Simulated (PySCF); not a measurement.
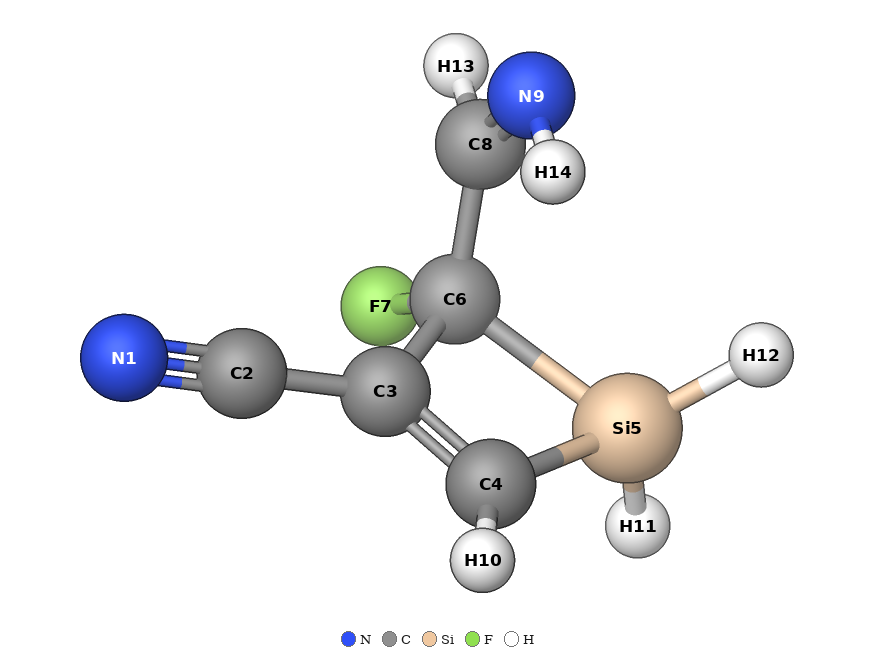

The geometry was computed by an optimisation with GFN2-xTB. No frequency run is at hand to confirm it as a minimum. Electric field gradients from the ground-state density, PBE0/pcSseg-1 (PySCF 2.14.0), non-relativistic apart from any core potentials.

Give the largest field-gradient component, the quadrupole coupling constant and the asymmetry for 14N at N1 (Q = 20.44 mb), 14N at N9 (Q = 20.44 mb), 2H at H10 (Q = 2.86 mb), 2H at H11 (Q = 2.86 mb), 2H at H12 (Q = 2.86 mb), 2H at H13 (Q = 2.86 mb).

```csv
atom,V_zz (a.u.),e²qQ/h (MHz),η
N1,−1.014,−4.87,0.06
N9,−0.989,−4.75,0.38
H10,0.331,0.223,0.00
H11,0.167,0.112,0.01
H12,0.164,0.110,0.00
H13,0.309,0.207,0.03
```

The geometry is semi-empirical. Around Si such bond lengths and angles can be off by a tenth of an ångström or more and by several degrees, and values that hang on the shape move with them.
